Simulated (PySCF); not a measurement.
## Run report: C7H9NSi, geometry relaxation

System: C7H9NSi, SMILES CC#C[SiH2]n1cccc1.
Method: PBE0-D3(BJ)/def2-SVP geometry optimisation, gas phase (PySCF 2.14.0).

It belongs to a series of runs on one base structure; here: H on Si replaced by propynyl.

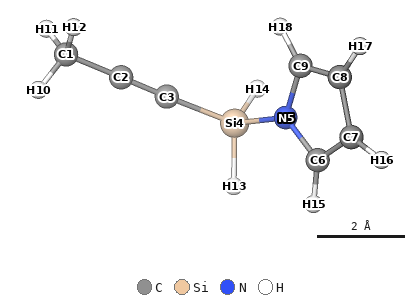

*The input geometry (ball-and-stick view, seen at a tilt; atoms are numbered from 1 in the order of the input).*

Bond lengths as drawn: C–C 1.22 to 1.45 Å, C–H 1.06 to 1.12 Å, C–N 1.37 to 1.40 Å, C–Si 1.80 Å, H–Si 1.47 to 1.48 Å and N–Si 1.77 Å.

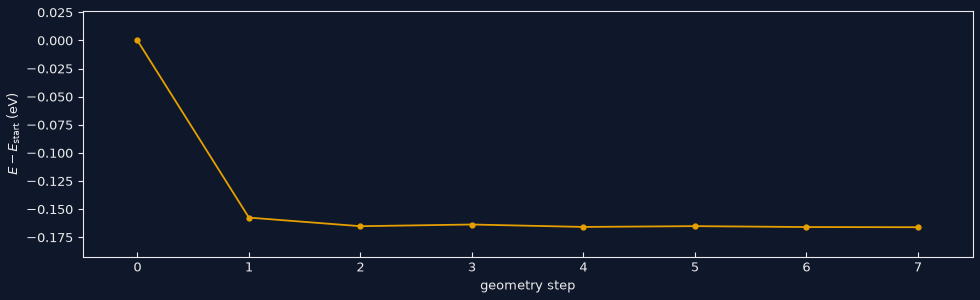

*Progress of the relaxation, step by step (steps are counted from 0).*

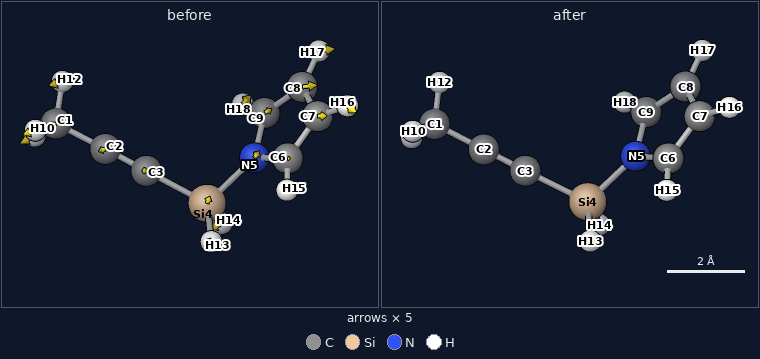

*Before (left) and after (right) the relaxation, at one scale (ball-and-stick view, seen at a tilt). The yellow arrows give the displacements, magnified 5 times.*

The energy falls by 0.166 eV in 7 geometry steps. The largest force component goes from 1.9 to 0.014 eV/Å. H11 moves most after the best rigid fit: 0.093 Å. Largest moves by element: H 0.093 Å, C 0.086 Å, N 0.053 Å, Si 0.047 Å. Among the contacts that change: C1–H11 1.058 → 1.101 Å, C9–H18 1.059 → 1.089 Å, C6–C7 1.350 → 1.374 Å, C3–Si4 1.797 → 1.819 Å. Among the angles that change: H10–C1–H11 111.6° → 108.1°, C3–Si4–H14 112.8° → 109.3°, N5–Si4–H14 106.5° → 109.5°. (Atoms are counted from 1 in the order of the input.)

The input and output of the run follow.

**The input**
```
{"job": {"xc": "PBE0", "basis": "def2-SVP", "d3": "d3bj", "grid": 1, "shake": 0.01, "kind": "geom"}, "charge": 0, "multiplicity": 1}
C      3.787860     0.732580    -1.204250
C      2.565130    -0.020380    -0.978450
C      1.553320    -0.668400    -0.793530
Si     0.075470    -1.638950    -0.473630
N     -1.224840    -0.512710    -0.049790
C     -2.433970    -0.329120    -0.660400
C     -3.129740     0.629760    -0.012670
C     -2.318770     1.089420     1.054580
C     -1.178590     0.374800     1.030560
H      3.925650     0.877870    -2.269320
H      4.619610     0.246500    -0.766390
H      3.675430     1.743100    -0.743780
H     -0.453440    -2.306010    -1.689940
H      0.228940    -2.548800     0.669350
H     -2.691800    -0.929770    -1.518930
H     -4.120480     0.998900    -0.259430
H     -2.589230     1.855240     1.769640
H     -0.318070     0.417930     1.645870
```

The first line tells a small driver script what to run in PySCF; the rest is the geometry in Å.

Command:
```bash
OMP_NUM_THREADS=1 python <driver script> task.json out
```

**What the program printed**
```
step   0  E = -615.53479809  max force = 0.036231
step   1  E = -615.54058338  max force = 0.007327
step   2  E = -615.54086474  max force = 0.001777
step   3  E = -615.54080934  max force = 0.003312
step   4  E = -615.54088883  max force = 0.001470
step   5  E = -615.54086282  max force = 0.002498
step   6  E = -615.54089218  max force = 0.000931
step   7  E = -615.54089760  max force = 0.000274
optimisation converged
```

**Trajectory as extended XYZ (Å, eV, eV/Å), 8 frames, from step=0 to step=7**
```
18
Properties=species:S:1:pos:R:3:forces:R:3 step=0 energy=-16749.55500
C     3.7879    0.7326   -1.2043   -1.8631   1.1664   0.1608
C     2.5651   -0.0204   -0.9785    0.4260   0.0741  -0.0318
C     1.5533   -0.6684   -0.7935    0.2424  -0.1268   0.0144
Si    0.0755   -1.6389   -0.4736   -0.9025   0.3636  -0.1898
N    -1.2248   -0.5127   -0.0498    0.3622   0.4744   0.9726
C    -2.4340   -0.3291   -0.6604    0.3115  -0.8333  -0.7010
C    -3.1297    0.6298   -0.0127   -0.8711   0.8468   0.2299
C    -2.3188    1.0894    1.0546   -0.9902   0.6052   0.2998
C    -1.1786    0.3748    1.0306    0.4306  -1.0597  -1.1761
H     3.9257    0.8779   -2.2693    0.2954   0.0392  -0.5569
H     4.6196    0.2465   -0.7664    1.3033  -0.6968   0.5335
H     3.6754    1.7431   -0.7438    0.1700  -0.4007  -0.1784
H    -0.4534   -2.3060   -1.6899    0.1432  -0.1901  -0.0451
H     0.2289   -2.5488    0.6694    0.2482  -0.3357   0.1850
H    -2.6918   -0.9298   -1.5189   -0.1762  -0.1527  -0.3301
H    -4.1205    0.9989   -0.2594   -0.1018  -0.0243  -0.0962
H    -2.5892    1.8552    1.7696    0.0111   0.1825   0.1881
H    -0.3181    0.4179    1.6459    0.9611   0.0680   0.7211
18
Properties=species:S:1:pos:R:3:forces:R:3 step=1 energy=-16749.71243
C     3.6891    0.1232   -1.1902    0.3768  -0.1884   0.1050
C     2.4603   -0.5953   -0.9286   -0.0344  -0.0131   0.0112
C     1.4228   -1.1977   -0.7113   -0.0143   0.1303  -0.0506
Si   -0.1394   -2.0639   -0.3818    0.1275  -0.1786   0.0951
N    -1.4163   -0.9224    0.0647    0.0447  -0.0067  -0.1034
C    -2.6263   -0.7574   -0.5800   -0.0908   0.0662   0.0465
C    -3.3357    0.2358    0.0556    0.0308  -0.1152  -0.0872
C    -2.5310    0.7037    1.1308    0.1302  -0.0230   0.0230
C    -1.3619   -0.0216    1.1060    0.0694   0.0603   0.1778
H     3.8660    0.2271   -2.2724   -0.0007  -0.0170   0.0139
H     4.5623   -0.4030   -0.7459   -0.2769   0.1427  -0.1607
H     3.6570    1.1319   -0.7558   -0.0391   0.0792   0.0318
H    -0.6106   -2.7984   -1.5840   -0.0896   0.0479  -0.0328
H     0.1062   -3.0218    0.7333   -0.0894   0.0146   0.0306
H    -2.8916   -1.3634   -1.4441    0.0278  -0.0221  -0.0047
H    -4.3268    0.5859   -0.2222   -0.0395   0.0194  -0.0126
H    -2.7779    1.4889    1.8421   -0.0090   0.0176   0.0171
H    -0.4829    0.0359    1.7536   -0.1236  -0.0141  -0.1002
18
Properties=species:S:1:pos:R:3:forces:R:3 step=2 energy=-16749.72008
C     3.6839    0.1308   -1.1904    0.0799  -0.0009   0.0368
C     2.4546   -0.5905   -0.9294   -0.0145  -0.0191   0.0063
C     1.4190   -1.1962   -0.7113   -0.0236   0.0273  -0.0154
Si   -0.1388   -2.0746   -0.3753    0.0697  -0.0914   0.0306
N    -1.4074   -0.9260    0.0694    0.0379  -0.0372  -0.0388
C    -2.6145   -0.7617   -0.5809   -0.0044   0.0430   0.0394
C    -3.3229    0.2346    0.0472    0.0134  -0.0174  -0.0108
C    -2.5184    0.7028    1.1253   -0.0026   0.0387   0.0623
C    -1.3537   -0.0274    1.1141   -0.0776   0.0157  -0.0583
H     3.8571    0.2390   -2.2723   -0.0065  -0.0009  -0.0012
H     4.5511   -0.3947   -0.7567   -0.0478   0.0164  -0.0263
H     3.6473    1.1395   -0.7496   -0.0132  -0.0068  -0.0106
H    -0.6395   -2.7888   -1.5801   -0.0078   0.0209  -0.0067
H     0.0790   -3.0341    0.7441   -0.0087   0.0099  -0.0023
H    -2.8729   -1.3719   -1.4445    0.0152  -0.0049   0.0003
H    -4.3121    0.5894   -0.2369    0.0061   0.0061   0.0075
H    -2.7668    1.4916    1.8331   -0.0105   0.0009   0.0027
H    -0.4814    0.0257    1.7640   -0.0050  -0.0003  -0.0154
18
Properties=species:S:1:pos:R:3:forces:R:3 step=3 energy=-16749.71857
C     3.6810    0.1349   -1.1886   -0.0620   0.0516  -0.0119
C     2.4528   -0.5900   -0.9281    0.0068  -0.0122   0.0028
C     1.4190   -1.1986   -0.7099   -0.0177  -0.0130   0.0037
Si   -0.1337   -2.0855   -0.3710   -0.0065  -0.0078  -0.0135
N    -1.4043   -0.9324    0.0618   -0.0849   0.1703   0.0742
C    -2.6120   -0.7593   -0.5839   -0.0387  -0.0229  -0.0336
C    -3.3165    0.2372    0.0481   -0.1086   0.0279  -0.0284
C    -2.5162    0.7063    1.1300    0.0542  -0.1458  -0.1470
C    -1.3556   -0.0296    1.1034    0.1316   0.0009   0.1344
H     3.8541    0.2402   -2.2708   -0.0039   0.0043  -0.0049
H     4.5458   -0.3862   -0.7548    0.0547  -0.0341   0.0311
H     3.6373    1.1452   -0.7512    0.0021  -0.0196  -0.0138
H    -0.6393   -2.7957   -1.5765    0.0152   0.0008   0.0022
H     0.0728   -3.0394    0.7545    0.0138   0.0065  -0.0072
H    -2.8720   -1.3675   -1.4484   -0.0134   0.0078  -0.0024
H    -4.3052    0.5944   -0.2354    0.0011  -0.0055  -0.0070
H    -2.7629    1.4927    1.8416    0.0096  -0.0178  -0.0181
H    -0.4817    0.0206    1.7490    0.0467   0.0086   0.0396
18
Properties=species:S:1:pos:R:3:forces:R:3 step=4 energy=-16749.72074
C     3.6815    0.1335   -1.1898   -0.0301   0.0220  -0.0068
C     2.4531   -0.5907   -0.9286    0.0088  -0.0077   0.0024
C     1.4188   -1.1982   -0.7101   -0.0110  -0.0065   0.0023
Si   -0.1344   -2.0828   -0.3708   -0.0162  -0.0060  -0.0067
N    -1.4034   -0.9286    0.0661   -0.0336   0.0756   0.0046
C    -2.6106   -0.7584   -0.5828   -0.0090  -0.0441  -0.0365
C    -3.3201    0.2362    0.0458    0.0115  -0.0063   0.0156
C    -2.5176    0.7022    1.1272    0.0072  -0.0030  -0.0187
C    -1.3531   -0.0277    1.1091    0.0074  -0.0108   0.0342
H     3.8528    0.2405   -2.2721   -0.0026   0.0031  -0.0023
H     4.5473   -0.3898   -0.7577    0.0268  -0.0164   0.0153
H     3.6397    1.1427   -0.7508    0.0010  -0.0059  -0.0068
H    -0.6413   -2.7904   -1.5770    0.0115  -0.0013   0.0003
H     0.0739   -3.0389    0.7522    0.0106   0.0035  -0.0033
H    -2.8670   -1.3676   -1.4476   -0.0044   0.0008  -0.0041
H    -4.3088    0.5925   -0.2385    0.0063  -0.0024   0.0000
H    -2.7672    1.4881    1.8379    0.0023   0.0002  -0.0028
H    -0.4803    0.0250    1.7573    0.0135   0.0051   0.0132
18
Properties=species:S:1:pos:R:3:forces:R:3 step=5 energy=-16749.72003
C     3.6823    0.1315   -1.1905    0.0288  -0.0145   0.0089
C     2.4535   -0.5913   -0.9288    0.0010  -0.0055   0.0029
C     1.4179   -1.1967   -0.7105    0.0012   0.0122  -0.0066
Si   -0.1370   -2.0775   -0.3725    0.0104  -0.0169   0.0262
N    -1.4047   -0.9235    0.0695    0.0926  -0.0860  -0.0336
C    -2.6105   -0.7630   -0.5848    0.0437   0.0857   0.1285
C    -3.3180    0.2315    0.0465   -0.1067   0.0485  -0.0317
C    -2.5194    0.7039    1.1275   -0.0099  -0.0332  -0.0158
C    -1.3547   -0.0254    1.1155   -0.0130  -0.0176  -0.0563
H     3.8525    0.2399   -2.2729   -0.0006  -0.0004   0.0008
H     4.5494   -0.3941   -0.7590   -0.0214   0.0119  -0.0122
H     3.6432    1.1399   -0.7505   -0.0030   0.0061   0.0007
H    -0.6410   -2.7849   -1.5798   -0.0037   0.0044  -0.0020
H     0.0765   -3.0359    0.7474   -0.0005  -0.0024   0.0017
H    -2.8653   -1.3730   -1.4496    0.0093   0.0051   0.0094
H    -4.3067    0.5861   -0.2385   -0.0117   0.0094   0.0006
H    -2.7720    1.4916    1.8350   -0.0087  -0.0019  -0.0022
H    -0.4825    0.0284    1.7659   -0.0077  -0.0050  -0.0192
18
Properties=species:S:1:pos:R:3:forces:R:3 step=6 energy=-16749.72083
C     3.6814    0.1326   -1.1904   -0.0023   0.0018   0.0002
C     2.4531   -0.5912   -0.9287    0.0046  -0.0064   0.0026
C     1.4182   -1.1979   -0.7101   -0.0027  -0.0002  -0.0007
Si   -0.1355   -2.0808   -0.3710   -0.0108  -0.0048   0.0072
N    -1.4036   -0.9261    0.0683    0.0380   0.0032  -0.0206
C    -2.6094   -0.7601   -0.5843    0.0176   0.0161   0.0479
C    -3.3184    0.2342    0.0454   -0.0455   0.0169  -0.0011
C    -2.5185    0.7023    1.1277   -0.0025  -0.0043  -0.0210
C    -1.3532   -0.0261    1.1123   -0.0106  -0.0300  -0.0083
H     3.8517    0.2405   -2.2728   -0.0016   0.0021  -0.0007
H     4.5480   -0.3918   -0.7591    0.0035  -0.0018   0.0023
H     3.6407    1.1413   -0.7507   -0.0001   0.0007  -0.0030
H    -0.6424   -2.7871   -1.5778    0.0071  -0.0009  -0.0002
H     0.0741   -3.0381    0.7507    0.0079   0.0002  -0.0017
H    -2.8644   -1.3697   -1.4494    0.0019   0.0036   0.0034
H    -4.3069    0.5897   -0.2395   -0.0032   0.0036   0.0003
H    -2.7705    1.4883    1.8375   -0.0022   0.0011  -0.0038
H    -0.4808    0.0274    1.7617    0.0010  -0.0010  -0.0027
18
Properties=species:S:1:pos:R:3:forces:R:3 step=7 energy=-16749.72098
C     3.6820    0.1326   -1.1902    0.0030  -0.0025   0.0018
C     2.4538   -0.5915   -0.9284    0.0028  -0.0048   0.0024
C     1.4188   -1.1980   -0.7100   -0.0013   0.0041  -0.0011
Si   -0.1350   -2.0808   -0.3712   -0.0107  -0.0058   0.0046
N    -1.4038   -0.9264    0.0675    0.0117   0.0139  -0.0141
C    -2.6104   -0.7595   -0.5832   -0.0004  -0.0052   0.0078
C    -3.3204    0.2347    0.0458   -0.0028  -0.0015   0.0022
C    -2.5190    0.7022    1.1270   -0.0004   0.0034  -0.0011
C    -1.3538   -0.0267    1.1116   -0.0054  -0.0093   0.0049
H     3.8523    0.2400   -2.2727   -0.0011   0.0013  -0.0001
H     4.5488   -0.3914   -0.7584   -0.0016   0.0014  -0.0007
H     3.6409    1.1415   -0.7511   -0.0008   0.0009  -0.0019
H    -0.6401   -2.7880   -1.5782    0.0035  -0.0006  -0.0003
H     0.0759   -3.0377    0.7506    0.0037   0.0004  -0.0001
H    -2.8658   -1.3690   -1.4482    0.0005   0.0009  -0.0008
H    -4.3091    0.5903   -0.2387    0.0004   0.0009  -0.0003
H    -2.7702    1.4884    1.8367   -0.0005   0.0008  -0.0010
H    -0.4813    0.0268    1.7609   -0.0004   0.0015  -0.0020
```

**Key numbers**

```tsv
quantity	value
outcome	converged
total energy	−615.540898 hartree
dipole moment	2.86 D
point group	C1
hardware	1 CPU thread, shared host
wall time	1.8 min
peak memory	0.71 GiB
```
